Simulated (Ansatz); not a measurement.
# Is the response still linear at 0.3 V/Å? bismuthene bilayer, AA

The dipole of a slab grows in proportion to a weak field along its normal. Does the weak-field slope carry to a strong field?

How it was computed: Ansatz 0.2.0, plane waves with PAW datasets (its set soft_2), PBE-D3(BJ); atoms held at their relaxed places, 18 Å of vacuum, dipole correction, cell area 16.00 Å², 12×12 k-points, smearing 0.05 eV. Without field the slab has a gap of 0.25 eV.

| run | field (V/Å) | dipole (e·Å) |
| --- | --- | --- |
| run 1 | −0.05 | −0.04116 |
| run 2 | 0.00 | 0.00000 |
| run 3 | 0.05 | 0.04116 |
| run 4 | 0.10 | 0.08232 |
| run 5 | 0.30 | ? |

**Question.** What value belongs in the row marked “?”, and how far can the other rows tell?

A least-squares line through the 4 rows shown has slope 0.823200 and intercept 0.000000; no row lies more than 0.00001 e·Å off it. A perfect conductor with that slope would be 180.95 × 0.82320 / 16.00 = 9.31 Å thick. At 0.30 it gives 0.823200 × 0.30 + 0.000000 = 0.24696 e·Å, beyond the rows fitted. Rounding and scatter of the rows alone allow about ±0.00002 e·Å there.

The run itself gives 0.24724 e·Å: a miss of +0.00028 e·Å. That is under 1 % of the induced dipole, so the response is still linear.

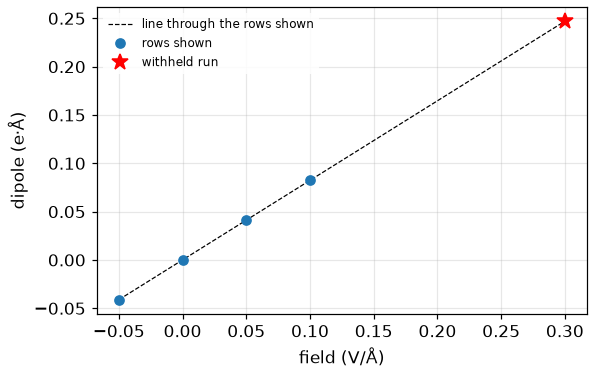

The fit and the withheld run.

Caveats: Ions are held, so this is the electronic response. Of the series that stay linear within 1 %, this collection keeps about one in seven, and it keeps all that bend. With a small gap or none the response hangs on mesh and smearing, which were not varied here. Spin-orbit coupling is left out, which changes the bands of elements this heavy.
